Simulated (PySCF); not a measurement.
System: C4H11BO2Si.

The calculation's input:

```
{"job": {"kind": "nmr", "xc": "PBE0", "basis": "pcSseg-1"}, "charge": 0, "multiplicity": 1}
C     -2.416495     0.036991     0.679849
O     -1.098888     0.008991     0.203345
B     -0.858698    -0.764897    -1.228229
C      0.646073    -0.269252    -1.593162
C      1.442755    -0.204436    -0.271608
C      2.686989     0.590854    -0.402271
O      2.991312     1.493404     0.336172
Si     0.265021     0.529318     1.016223
H     -2.778019    -0.984629     0.815069
H     -3.054600     0.537859    -0.050304
H     -2.460905     0.567334     1.630137
H     -1.707885    -0.360826    -1.953766
H     -0.947621    -1.922925    -0.970483
H      1.149130    -0.928653    -2.301686
H      0.635771     0.727567    -2.040075
H      1.727827    -1.228327    -0.005954
H      3.330921     0.322816    -1.262977
H      0.286078    -0.123420     2.327989
H      0.151430     1.981482     1.109763
```

Run with:

```sh
OMP_NUM_THREADS=1 python probes_run.py task.json out
```

Geometry: GFN2-xTB.

Computed with PBE0/pcSseg-1, SCF density, gas phase, non-relativistic (PySCF).

**Predict the electron density and electron localisation function between the atoms.**

B–O (1.64 Å): the density is about 0.98 e/Å³ at the midpoint; the ELF peaks at about 0.90 between the atoms (a polar covalent bond).
Si–O (1.67 Å): ρ at the midpoint is about 1 e/Å³; the ELF peaks at about 0.90 between the atoms (a shared but strongly polarised pair).

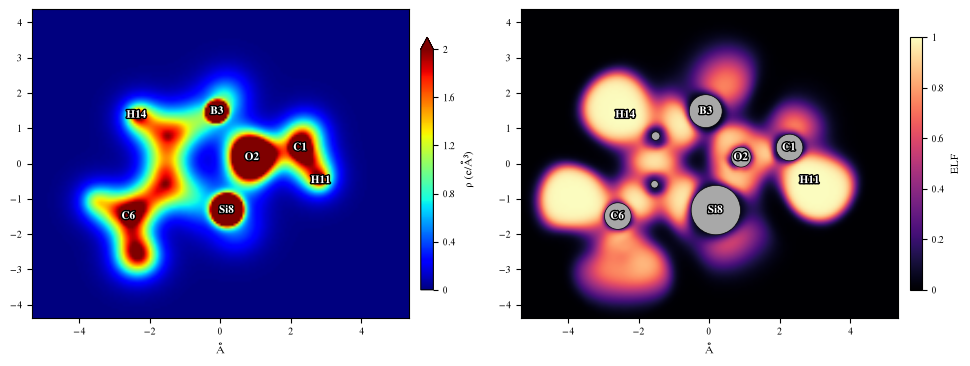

Computed electron density and electron localisation function on the plane of atoms C1, O2 and B3, in this order. Grey discs cover the atomic cores in the ELF map. 
